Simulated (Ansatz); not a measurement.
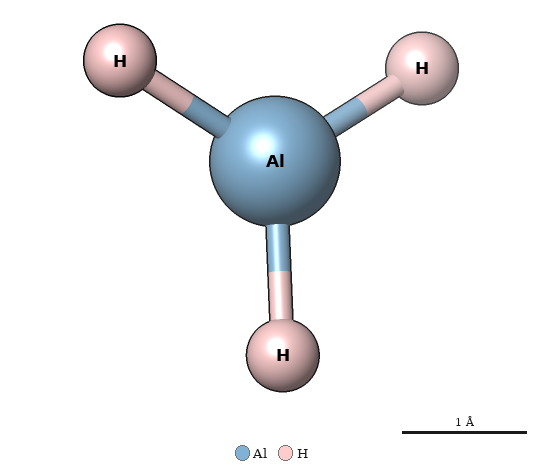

Atoms fade into the background with distance from the viewer. The geometry was computed by an optimisation with PBE0-D4/def2-TZVP. Masses are those of the most abundant isotopes; constants are for the rigid equilibrium geometry.

### Classify the rotor and give the rotational constants (GHz).

An oblate symmetric top (D3h): A = B = 133, C = 66.4 GHz.
